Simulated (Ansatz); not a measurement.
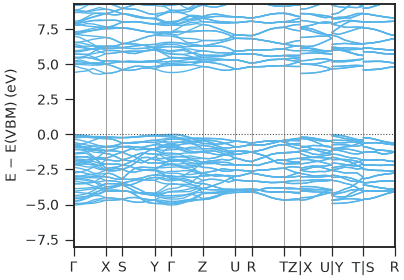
Fig. 1. Band structure from the program Ansatz at the r²SCAN level (PAW)

The gap is 4.28 eV; an edge lies off the plotted path or next to a special point (maximum on the Γ–Z line, 18 % of the way from Γ, minimum off the standard path).

Question: Which of these materials gives this?
A) HfO2, Pbca (Hf on 8c, O on 8c, O on 8c)
B) ZrO2, Pbca (Zr on 8c, O on 8c, O on 8c)
C) Ti2Bi2O7, Pna2_1 (Pearson symbol oP44)
D) TiO2, Pbca (Ti on 8c, O on 8c, O on 8c)

Answer: B, ZrO2, Pbca (Zr on 8c, O on 8c, O on 8c)

The first step of the workflow began from a Materials Project structure, measured or hypothetical; the Crystallography Open Database copy checked does not list it. It is not the phase usual at ambient conditions (space group No. 14). Symmetry was held in the r²SCAN relaxation; its stability against distortions is not shown here. The run is not spin-polarised. Spin–orbit coupling is left out wherever it is not named.

Potentials: the earlier of the program's two PAW sets. The files were generated under PBE; for other functionals the program regenerates the frozen cores, and for LDA and PBEsol the local potential too.
